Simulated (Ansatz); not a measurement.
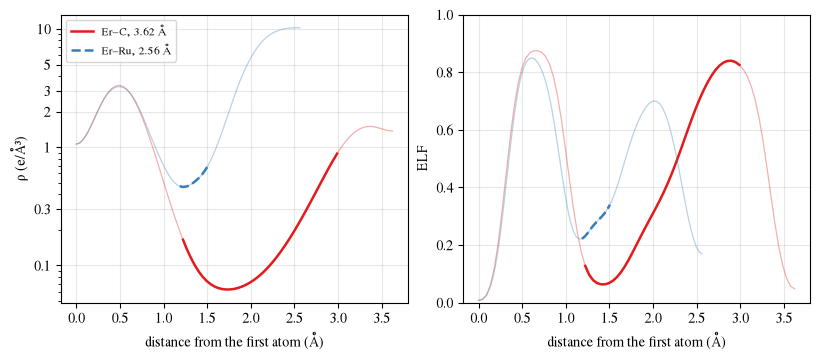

*Er3RuC. Valence charge density (pseudo) and ELF along straight lines between neighbouring atoms. Thin, pale parts lie inside the atomic spheres.*

Space group Pm-3m; a structure generated by program, which may or may not match a known phase; computed without spin polarisation; no Hubbard U on the f states and no spin–orbit coupling.

Theory: Ansatz 0.2.0, DFT PBE, scalar-relativistic, plane waves, PAW; 4f electrons in the core of a trivalent norm-conserving potential.

Core electrons are replaced by pseudopotentials, and the valence fields are smoothed inside the atomic spheres.

### Compare the contacts.

Er–C (3.62 Å): ρ at the midpoint is about 0.06 e/Å³; the ELF is about 0.20 at the midpoint and 0.05 at its lowest between the atoms (no localised pair shows between them).
Er–Ru (2.56 Å): ρ at the midpoint is about 0.47 e/Å³; the ELF is about 0.25 at the midpoint; no localised pair shows between them.
